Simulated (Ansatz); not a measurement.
# C₅H₁₀O (SMILES C=CCC(C)O): what the fields show

Input

```
crystal:
  periodic: [false, false, false]
  atoms:
    - { symbol: C, position_ang: [2.24959, 0.01977, -0.4662] }
    - { symbol: C, position_ang: [1.42451, 0.46896, 0.48398] }
    - { symbol: C, position_ang: [0.2439, -0.3382, 0.95608] }
    - { symbol: C, position_ang: [-0.86738, -0.43451, -0.10803] }
    - { symbol: C, position_ang: [-1.48855, 0.93442, -0.39659] }
    - { symbol: O, position_ang: [-1.87697, -1.29759, 0.34571] }
    - { symbol: H, position_ang: [3.09903, 0.61991, -0.77553] }
    - { symbol: H, position_ang: [2.0878, -0.94516, -0.93691] }
    - { symbol: H, position_ang: [1.62583, 1.42934, 0.94928] }
    - { symbol: H, position_ang: [-0.16695, 0.1267, 1.87867] }
    - { symbol: H, position_ang: [0.5921, -1.3589, 1.22716] }
    - { symbol: H, position_ang: [-0.4433, -0.82912, -1.06097] }
    - { symbol: H, position_ang: [-1.90956, 1.37469, 0.53262] }
    - { symbol: H, position_ang: [-0.72945, 1.62769, -0.81664] }
    - { symbol: H, position_ang: [-2.30646, 0.82526, -1.1401] }
    - { symbol: H, position_ang: [-1.53412, -2.22327, 0.2373] }
basis:
  gaussian:
    orbitals: def2-SVP
hamiltonian:
  xc: b3lyp
output:
  orbitals: {}
  forces: true
```

Run with:

```sh
python run_energy.py
```

Not at a stationary point (largest force 1.5 eV/Å).

Computed with Ansatz, SCF B3LYP, Gaussian basis.

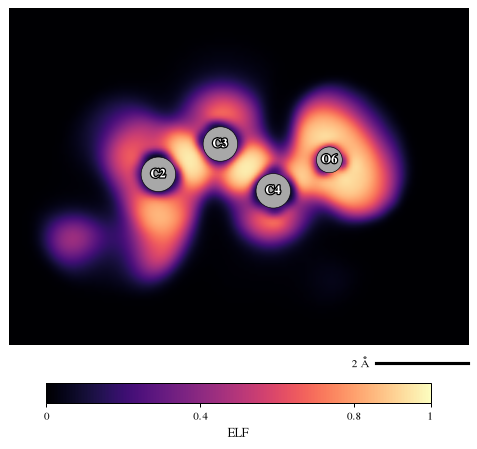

Figure 1. Electron localisation function on the plane of atoms C2, C3 and C4. Grey discs cover the atomic cores.

### Read the bonding off the picture.

- The section cuts through C and O sites.
- C–O (1.40 Å): the ELF peaks at about 0.90 between the atoms: a shared but strongly polarised pair.
- C–C (1.51 Å): the ELF peaks at about 0.95 between the atoms: a shared electron pair.
- The ELF also peaks beside O6, away from the bonds: lone-pair regions.

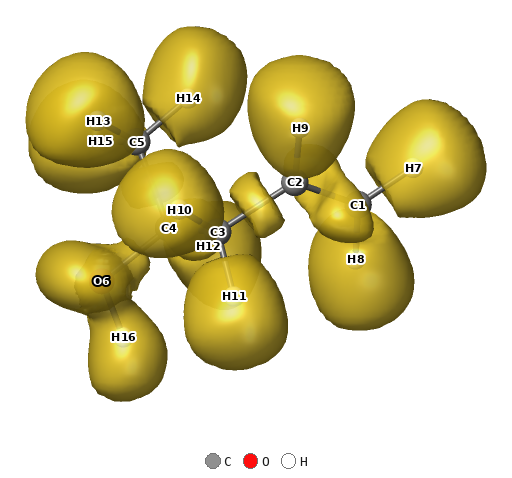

Figure 2. Isosurface of the electron localisation function at 0.75 (yellow), seen at a tilt. Core shells and regions of very low density are left out.

### Identify the bonds, lone pairs and shells in this picture.

The ELF exceeds this value in four regions between bonded C–C atoms (shared pairs), nine regions around hydrogen nuclei and one joined region spread over several atoms (H, O), in which their bonds and any lone pairs are merged. Profiles from the grid: C–C (1.34 Å): the ELF peaks at about 0.95 between the atoms; a short, multiple covalent bond.

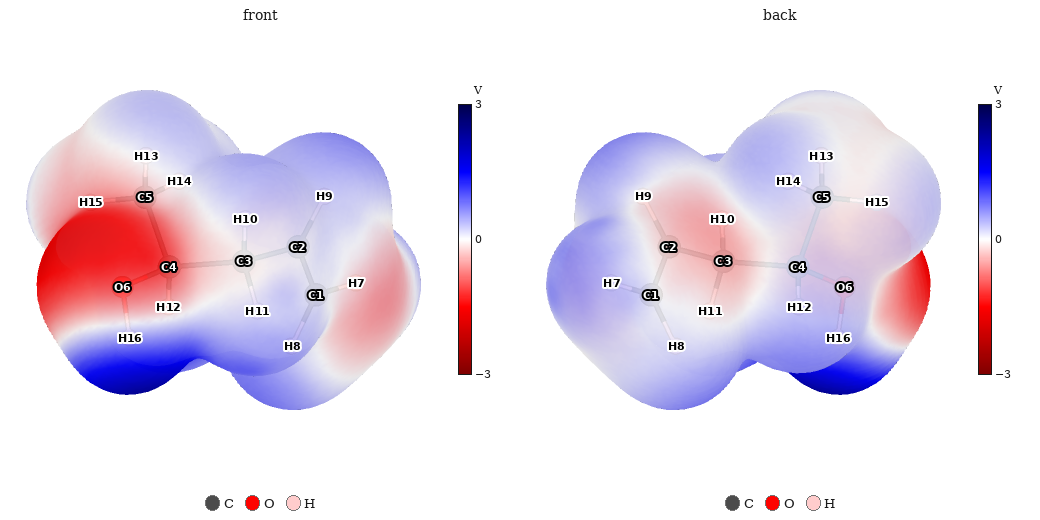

Figure 3. The molecular electrostatic potential painted on the density surface at 0.002 e/bohr³, seen from the front and from behind; the colour scale runs from red (negative) to blue (positive).

### Where is the surface potential most negative and most positive?

The most negative region (about −1.7 V) lies over O6, the most positive (about +2.2 V) over H16. O6 is the likeliest acceptor of a hydrogen bond.
